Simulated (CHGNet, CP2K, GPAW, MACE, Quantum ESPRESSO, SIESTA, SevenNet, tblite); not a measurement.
## GPAW runs on random cubic perovskite-type alloy of BaTiO3 and PbTiO3 (40 atoms)

How do the settings of GPAW change the result for random cubic perovskite-type alloy of BaTiO3 and PbTiO3 (40 atoms)? A plane-wave run serves as the yardstick.

Method: the method is named at each step, in GPAW 26.7.0.

## 1. The starting structure

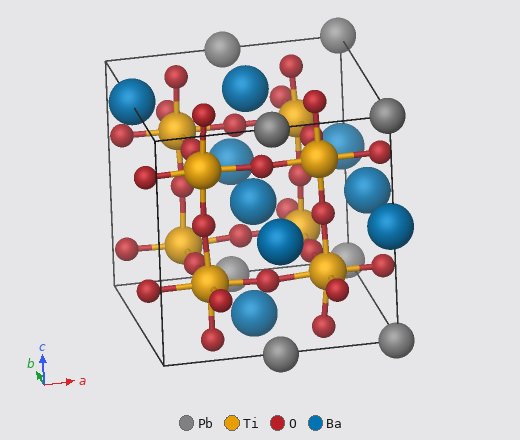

The starting structure, seen slightly off an axis (lead grey, titanium orange, oxygen red, barium blue). Some periodic images of atoms are drawn too.

The yardstick, on the same geometry:

```
method                                           : Kohn-Sham DFT, PBE, SSSP efficiency 1.3.0 pseudopotentials, plane waves (Quantum ESPRESSO 7.5); sssp-pbe-1.3.0-efficiency, cutoffs 60/480 Ry, Γ point
r.m.s. force component                           : 0.9006 eV/Å
longest force                                    : 3.204 eV/Å
pressure                                         : 5.481 GPa
gap (highest filled to lowest empty level) : 1.121 eV
time                                             : 99 s on 4 MPI ranks of Arm Neoverse V2, shared host
CPU time                                         : 6.6 min
```

## 2. PBE, LCAO dzp, h 0.18 Å

Method: Kohn-Sham DFT, PBE, PAW, atomic orbitals (dzp).

Contents of run.py:

```python
import numpy as np
from ase.io import read
from gpaw import GPAW, FermiDirac

atoms = read("structure.xyz")
atoms.calc = GPAW(
    mode="lcao",
    basis="dzp",
    h=0.18,
    xc="PBE",
    kpts={"size": (1, 1, 1), "gamma": True},
    occupations=FermiDirac(0.05),
    maxiter=200,
    symmetry={"point_group": False},
    txt="gpaw.txt",
)
energy = atoms.get_potential_energy(force_consistent=True)
forces = atoms.get_forces()
print(f"energy {energy:.6f} eV")
print("forces (eV/A)")
for i, (a, f) in enumerate(zip(atoms, forces)):
    print(f"{i:4d} {a.symbol:2s} {f[0]:10.5f} {f[1]:10.5f} {f[2]:10.5f}")
print(f"Fermi level {atoms.calc.get_fermi_level():.4f} eV")
for k in range(len(atoms.calc.get_ibz_k_points())):
    for s in range(atoms.calc.get_number_of_spins()):
        e = atoms.calc.get_eigenvalues(kpt=k, spin=s)
        n = np.searchsorted(e, atoms.calc.get_fermi_level())
        print(f"k {k} spin {s} levels about the Fermi level:", np.round(e[max(n - 6, 0):n], 4).tolist(), "|", np.round(e[n:n + 6], 4).tolist())
```

Contents of structure.xyz:

```xyz
40
Lattice="7.98500 0.00000 0.00000 0.00000 7.98500 0.00000 0.00000 0.00000 7.98500" Properties=species:S:1:pos:R:3 pbc="T T T"
Pb 7.92104 0.01126 0.00415
Ti 2.06468 1.98611 1.97589
O 2.06500 1.91888 0.01597
O 7.94779 1.96255 1.96647
O 2.03242 0.08256 2.05877
Ba 7.86778 7.95777 4.07794
Ti 1.95537 1.97868 6.02029
O 1.94179 2.05254 4.03897
O 0.02643 1.99473 5.97845
O 2.01693 7.86826 6.00360
Ba 0.07418 4.04800 7.93549
Ti 1.98268 5.88391 1.96734
O 1.97725 5.96807 7.92008
O 0.08280 6.01119 1.99178
O 1.98707 3.96711 1.98675
Ba 7.93573 4.07315 3.89245
Ti 1.94267 5.99107 5.99362
O 2.04895 5.98468 4.03107
O 0.08488 6.08473 6.00544
O 2.03857 3.99729 6.01957
Pb 3.98148 0.00128 7.94587
Ti 6.05271 1.88390 2.00895
O 5.87417 2.05222 0.01653
O 4.01318 1.93205 1.88294
O 5.98963 0.03226 2.00759
Ba 4.10980 7.96703 3.95058
Ti 5.92727 1.96519 5.98428
O 6.00512 2.05805 4.01534
O 3.96431 1.94499 5.94691
O 5.90459 7.92352 6.05902
Ba 3.92151 3.99849 0.00072
Ti 6.02636 5.99506 2.07211
O 5.90770 6.05359 7.82474
O 3.95585 6.02620 2.03083
O 5.94707 4.03338 1.97277
Ba 4.04305 4.04672 3.94060
Ti 5.99506 5.91712 6.01191
O 6.04840 5.95649 3.98947
O 3.92095 6.08257 5.94004
O 6.07962 3.90962 6.07108
```

The run is started by

```
OMP_NUM_THREADS=1 python run.py > output.txt
```

The program printed:

```text
energy -289.809518 eV
forces (eV/A)
   0 Pb    0.56867    0.14946   -0.35111
   1 Ti    0.87268   -3.06037    0.79928
   2 O    -0.63738    0.54266   -0.30525
   3 O    -0.77142    0.51469   -0.37000
   4 O    -0.61812    0.25676    0.08425
   5 Ba    1.87147    0.59742   -0.19713
   6 Ti   -0.59208   -0.05929   -1.24012
   7 O     0.19007   -0.01531   -0.32862
   8 O    -0.07732   -0.47397    0.25176
   9 O     0.20249    2.25849    0.15492
  10 Ba   -0.82315   -0.86723    0.07966
  11 Ti    0.98751    0.72347    0.52490
  12 O     0.33274    0.07911    2.58742
  13 O    -1.62104    0.56192   -0.36195
  14 O    -0.13816    0.95669    0.21005
  15 Ba    0.98515   -1.37208    1.03063
  16 Ti    0.77386   -0.29377   -0.68839
  17 O    -0.39231   -0.29024   -2.04518
  18 O    -2.38464   -0.24676   -0.50189
  19 O     0.10892   -0.78577    0.23806
  20 Pb   -0.33386   -0.07304   -0.28679
  21 Ti    0.60794    0.29733   -0.75126
  22 O     0.46867    0.09065   -0.12568
  23 O    -0.42152    0.77083    0.58092
[...]
32 O     0.52888   -0.23348    1.50950
  33 O     0.98197    0.28138   -0.52601
  34 O     0.15893    2.26141   -0.15268
  35 Ba   -0.86651   -0.62647    0.70001
  36 Ti   -1.69179   -0.37813    1.72950
  37 O    -0.18911    0.51079   -1.34299
  38 O     2.54525   -0.54897   -0.28180
  39 O    -0.03254    1.16614   -0.49196
Fermi level 8.3737 eV
k 0 spin 0 levels about the Fermi level: [7.4275, 7.4642, 7.633, 7.7243, 7.7979, 7.8563] | [8.8863, 8.9681, 9.0198, 9.2428, 9.2708, 9.3024]
```

gpaw.txt:

```text
Input parameters:
  mode=LCAO(),
  basis={'default': 'dzp'},
  h=0.18,
  kpts=MonkhorstPack(size=(1, 1, 1), gamma=True),
  maxiter=200,
  occupations=Occupations(name='fermi-dirac', width=0.05, fixmagmom=False),
  symmetry=Symmetry(point_group=False),
  xc=XC(name='PBE')
Unit cell  # Å
| periodic |        x |        y |        z |  lengths |    angles |
|----------|----------|----------|----------|----------|-----------|
|      yes | 7.985000 | 0.000000 | 0.000000 | 7.985000 | 90.000000 |
|      yes | 0.000000 | 7.985000 | 0.000000 | 7.985000 | 90.000000 |
|      yes | 0.000000 | 0.000000 | 7.985000 | 7.985000 | 90.000000 |
Number of symmetries: 1
Symmetry operations  # r_c * U_cc + t_c -> r_c
|   | kind |            matrix            |
|---|------|------------------------------|
| 0 |  E   |  1, 0, 0,  0, 1, 0,  0, 0, 1 |
BZ-sampling:
  Number of BZ points: 1
  Number of IBZ points: 1
  Monkhorst-Pack size: [1, 1, 1]
  Monkhorst-Pack shift: [0, 0, 0]
[... lines left out ...]
  Fermi-Dirac:
    width: 0.0500  # eV
FastPoissonSolver using
    Stencil: 6*3+1=19 point O(h^6) finite-difference Laplacian
xc functional:
  name: PBE with 2 nearest neighbor stencil
interpolation: tri-quintic # 5. degree polynomial
Initialization done in: 9.824 s
convergence criteria:
- Maximum [total energy] change in last 3 cyles: 0.0005 eV / valence electron
- Maximum integral of absolute [dens]ity change: 0.0001 electrons / valence electron
- Maximum integral of absolute [eigenst]ate change: 4e-08 eV^2 / valence electron
maximum number of iterations: 200
SCF iterations
|iter     |      energy | eigst |  dens |
|---------|-------------|-------|-------|
|iter:   1| -334.981576 |      c|       |
|iter:   2| -320.886066 |      c| -0.91 |
|iter:   3| -294.470281 |      c| -0.97 |
|iter:   4| -299.916465 |      c| -1.25 |
[...]
|iter:   8| -289.916472 |      c| -2.04 |
|iter:   9| -289.822754 |      c| -2.26 |
|iter:  10| -289.812179c|      c| -2.71 |
|iter:  11| -289.809588c|      c| -2.99 |
|iter:  12| -289.809581c|      c| -3.37 |
|iter:  13| -289.809467c|      c| -3.62 |
|iter:  14| -289.809466c|      c| -4.10c|
Converged in 14 steps
SCF loop duration: 316.355 s (22.597 s/step)
Energy contributions relative to reference atoms: (reference = -2696988.551275)
Energy contributions:
  Kinetic:         397.445223
  Coulomb:        -400.038004
  Zero:              7.166956
  External:          0.000000
  Xc:             -294.383588
  Entropy:          -0.000105
  Spinorbit:         0.000000
  ----------------------------
  Free energy:    -289.809518
  Extrapolated:   -289.809466
dipole moment: (36.925059, 23.758542, -12.898126)  # |e|*Ang
Fermi level: 8.374
Eigenvalues  # (at kpt = [0.000, 0.000, 0.000])
| band index |      eig [eV] | occ [0-2] |
|------------|---------------|-----------|
|          0 |       -50.052 |     2.000 |
|        ... |               |           |
|        156 |         7.343 |     2.000 |
|        157 |         7.385 |     2.000 |
[...]
|        171 |        10.530 |     0.000 |
|        ... |               |           |
|        200 |        13.001 |     0.000 |
Gap: 1.030 eV
Transition (v -> c):
  (s=0, k=0, n=163, [0.00, 0.00, 0.00]) -> (s=0, k=0, n=164, [0.00, 0.00, 0.00])
No difference between direct/indirect transitions
Force computation time: 57.075  # s
timing:  # [seconds]
  Total:  383.288  # ━━━━━━━━━━━━━━━━━━━━━━━━━━━━━━━━━━━━━━━━━━━━━━━━━━━━━━━━
  Init:     9.823  # ━╸
  SCF:    316.355  # ━━━━━━━━━━━━━━━━━━━━━━━━━━━━━━━━━━━━━━━━━━━━━━
  Forces:  57.075  # ━━━━━━━━╸
```

Run time: 6.4 min. Hardware: 1 thread of Arm Neoverse V2, shared host; peak memory 1.2 GiB.

Banners, paths, timers and routine set-up lines are dropped from the logs unmarked, and long logs keep their key lines alone; longer cuts are marked.

Numbers from this run, and their distance from the reference:

- r.m.s. force component: 0.9381 eV/Å
- r.m.s. difference of force components: 70.38 meV/Å
- longest difference of force vectors: 285.5 meV/Å
- force difference over r.m.s. force: 7.815 %
- slope of forces against the reference's: 1.04
- correlation of force components: 0.9979
- gap (highest filled to lowest empty level): 1.03 eV
- gap difference: -0.0913 eV

Length of the force difference by element (eV/Å):

| element | atoms | mean | most |
| --- | --- | --- | --- |
| Ba | 6 | 0.069 | 0.11 |
| O | 24 | 0.11 | 0.29 |
| Pb | 2 | 0.018 | 0.019 |
| Ti | 8 | 0.16 | 0.22 |

Levels nearest the highest filled one (eV from it): -0.43, -0.39, -0.22, -0.13, -0.06, 0.00, 1.03, 1.11, 1.16, 1.39, 1.41, 1.45.

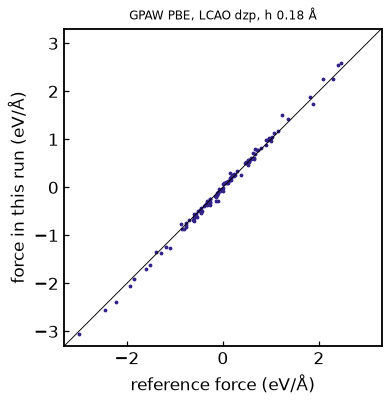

Force components against those of the reference; the line marks equality.

A closer look about Pb21, one of the 2 Pb atoms: 13 atoms, nearest first, numbered in the order of the input, with positions taken from that point.

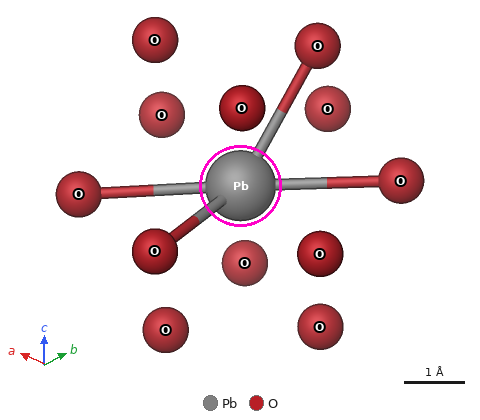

The atoms of the table, within 2.9 Å (arrows a, b, c point along x, y, z); some may hide others; the central atom is ringed.

```
atom      x      y      z  distance (Å)     Fx     Fy  Fz (eV/Å)
Pb21   0.00   0.00   0.00          0.00  -0.33  -0.07      -0.29
 O30   1.92  -0.06  -1.89          2.69   1.02   1.42      -0.55
  O3  -1.92   1.92   0.06          2.71  -0.64   0.54      -0.31
 O24   0.03   1.93   1.92          2.72  -0.42   0.77       0.58
 O33   1.93  -1.93  -0.12          2.73   0.53  -0.23       1.51
 O10  -1.96  -0.12  -1.94          2.77   0.20   2.26       0.15
 O39  -0.06  -1.90  -2.01          2.77   2.55  -0.55      -0.28
 O29  -0.02   1.94  -2.00          2.79   1.05   0.13      -0.12
 O23   1.89   2.05   0.06          2.79   0.47   0.09      -0.13
 O13  -2.00  -2.02  -0.03          2.84   0.33   0.08       2.59
 O34  -0.03  -1.96   2.07          2.85   0.98   0.28      -0.53
  O5  -1.95   0.08   2.10          2.86  -0.62   0.26       0.08
 O25   2.01   0.03   2.05          2.87  -0.04  -1.27      -0.16
```

Atoms are counted from 1 here, from 0 in the log.

Forces lie 7.8 % from the reference's, at 0.98 times its CPU time (on 1 against 4 cores).

## 3. PBE, grid h 0.2 Å

Method: Kohn-Sham DFT, PBE, PAW, finite differences on a real-space grid.

Edit run.py of step 2 so:

```diff
@@ -6,5 +6,4 @@
 atoms.calc = GPAW(
-    mode="lcao",
-    basis="dzp",
-    h=0.18,
+    mode="fd",
+    h=0.2,
     xc="PBE",
@@ -14,2 +13,3 @@
     symmetry={"point_group": False},
+    nbands=198,
     txt="gpaw.txt",
```

structure.xyz is that of step 2.

The program printed:

```text
energy -309.205505 eV
forces (eV/A)
   0 Pb    0.53672    0.16280   -0.34666
   1 Ti    0.86761   -2.93816    0.76657
   2 O    -0.62536    0.53167   -0.28519
   3 O    -0.79113    0.48528   -0.33990
   4 O    -0.57049    0.27388    0.07894
   5 Ba    1.84337    0.59097   -0.15375
   6 Ti   -0.49770    0.01626   -1.25733
   7 O     0.20686   -0.04251   -0.27950
   8 O    -0.08350   -0.48462    0.27679
   9 O     0.14815    2.18050    0.13945
  10 Ba   -0.75289   -0.80413    0.03463
  11 Ti    0.96154    0.71221    0.54601
[...]
35 Ba   -0.84221   -0.59619    0.65755
  36 Ti   -1.62749   -0.26474    1.71371
  37 O    -0.17326    0.47765   -1.38311
  38 O     2.43476   -0.63684   -0.26418
  39 O    -0.09483    1.17616   -0.53701
Fermi level 8.3478 eV
k 0 spin 0 levels about the Fermi level: [7.342, 7.3884, 7.5554, 7.6393, 7.7173, 7.7765] | [8.9152, 8.9949, 9.0455, 9.2767, 9.3039, 9.3372]
```

gpaw.txt:

```text
Input parameters:
  mode=FD(),
  h=0.2,
  kpts=MonkhorstPack(size=(1, 1, 1), gamma=True),
  maxiter=200,
  nbands=198,
  occupations=Occupations(name='fermi-dirac', width=0.05, fixmagmom=False),
  symmetry=Symmetry(point_group=False),
  xc=XC(name='PBE')
Diagonalizing LCAO Hamiltonian
[... lines left out ...]
  Converge bands: occupied
[... lines left out ...]
  Fermi-Dirac:
[... lines left out ...]
convergence criteria:
- Maximum [total energy] change in last 3 cyles: 0.0005 eV / valence electron
[... lines left out ...]
Converged in 21 steps
[... lines left out ...]
  Free energy:    -309.205505
[... lines left out ...]
Fermi level: 8.348
[... lines left out ...]
|          0 |       -50.034 |     2.000 |
|        ... |               |           |
|        156 |         7.268 |     2.000 |
|        157 |         7.301 |     2.000 |
[...]
|        171 |        10.533 |     0.000 |
|        ... |               |           |
|        197 |        12.817 |     0.000 |
Gap: 1.139 eV
Transition (v -> c):
  (s=0, k=0, n=163, [0.00, 0.00, 0.00]) -> (s=0, k=0, n=164, [0.00, 0.00, 0.00])
No difference between direct/indirect transitions
Force computation time: 4.408  # s
timing:  # [seconds]
  Total:  202.566  # ━━━━━━━━━━━━━━━━━━━━━━━━━━━━━━━━━━━━━━━━━━━━━━━━━━━━━━━━
  Init:    10.582  # ━━━
  SCF:    187.546  # ━━━━━━━━━━━━━━━━━━━━━━━━━━━━━━━━━━━━━━━━━━━━━━━━━━━━
  Forces:   4.408  # ━
```

The job ended after 3.4 min (1 thread; peak memory 0.83 GiB).

Against the reference:

* r.m.s. force component: 0.9103 eV/Å
* r.m.s. difference of force components: 42.17 meV/Å
* longest difference of force vectors: 156.7 meV/Å
* force difference over r.m.s. force: 4.683 %
* slope of forces against the reference's: 1.01
* correlation of force components: 0.999
* gap (highest filled to lowest empty level): 1.139 eV
* gap difference: 0.0174 eV

Against the first run (7.8 %), the force difference from the reference is 4.7 %, at 0.53 times the CPU time (21 SCF steps against 14).

## 4. RPBE, LCAO dzp, h 0.18 Å

Method: Kohn-Sham DFT, RPBE, PAW, atomic orbitals (dzp).

Edit run.py of step 3 so:

```diff
@@ -6,5 +6,6 @@
 atoms.calc = GPAW(
-    mode="fd",
-    h=0.2,
-    xc="PBE",
+    mode="lcao",
+    basis="dzp",
+    h=0.18,
+    xc="RPBE",
     kpts={"size": (1, 1, 1), "gamma": True},
@@ -13,3 +14,2 @@
     symmetry={"point_group": False},
-    nbands=198,
     txt="gpaw.txt",
```

structure.xyz is that of step 3.

The program printed:

```text
energy -272.674897 eV
forces (eV/A)
   0 Pb    0.58327    0.15729   -0.35604
   1 Ti    0.86211   -3.05808    0.82199
   2 O    -0.64751    0.53326   -0.30868
   3 O    -0.73217    0.51827   -0.36934
   4 O    -0.62835    0.20251    0.07956
   5 Ba    1.88435    0.60587   -0.20330
[...]
37 O    -0.19357    0.50980   -1.33237
  38 O     2.57909   -0.55879   -0.27906
  39 O    -0.03581    1.18559   -0.49384
Fermi level 8.5288 eV
k 0 spin 0 levels about the Fermi level: [7.5752, 7.6105, 7.7802, 7.8695, 7.9447, 8.003] | [9.0501, 9.1306, 9.181, 9.4066, 9.4352, 9.4666]
```

gpaw.txt:

```text
Input parameters:
  mode=LCAO(),
  basis={'default': 'dzp'},
  h=0.18,
  kpts=MonkhorstPack(size=(1, 1, 1), gamma=True),
  maxiter=200,
  occupations=Occupations(name='fermi-dirac', width=0.05, fixmagmom=False),
[... lines left out ...]
  Fermi-Dirac:
[... lines left out ...]
convergence criteria:
- Maximum [total energy] change in last 3 cyles: 0.0005 eV / valence electron
[... lines left out ...]
Converged in 16 steps
[... lines left out ...]
  Free energy:    -272.674897
[... lines left out ...]
Fermi level: 8.529
[... lines left out ...]
|        ... |               |           |
|        200 |        13.216 |     0.000 |
Gap: 1.047 eV
Transition (v -> c):
  (s=0, k=0, n=163, [0.00, 0.00, 0.00]) -> (s=0, k=0, n=164, [0.00, 0.00, 0.00])
No difference between direct/indirect transitions
Force computation time: 58.605  # s
timing:  # [seconds]
  Total:  437.298  # ━━━━━━━━━━━━━━━━━━━━━━━━━━━━━━━━━━━━━━━━━━━━━━━━━━━━━━━━
  Init:     9.783  # ━╸
  SCF:    368.874  # ━━━━━━━━━━━━━━━━━━━━━━━━━━━━━━━━━━━━━━━━━━━━━━━
  Forces:  58.605  # ━━━━━━━╸
```

The job ended after 7.3 min (1 thread; peak memory 1.2 GiB).

Against the reference:

```
r.m.s. force component                           : 0.9466 eV/Å
r.m.s. difference of force components            : 86.88 meV/Å
longest difference of force vectors              : 373.1 meV/Å
force difference over r.m.s. force               : 9.648 %
slope of forces against the reference's          : 1.048
correlation of force components                  : 0.9968
gap (highest filled to lowest empty level) : 1.047 eV
gap difference                                   : -0.0742 eV
```

Against the first run (7.8 %), the force difference from the reference is 9.6 %, at 1.1 times the CPU time; the model has changed, so this is no error of the program alone.

(Part 1 of 2 ends here.)

[Also dropped from logs without a mark: logging warnings of Python, and SIESTA's first energy breakdown and zero terms.]

[Logs are printed without paths, hosts, clocks, repeated set-up lines and the standing remarks that a program may print on its own settings, such as how far it seeks lower states.]

[Hosts, paths, dates, database ids (printed as entryN), source tags and the programs' standing remarks are cut or masked in the printed files.]
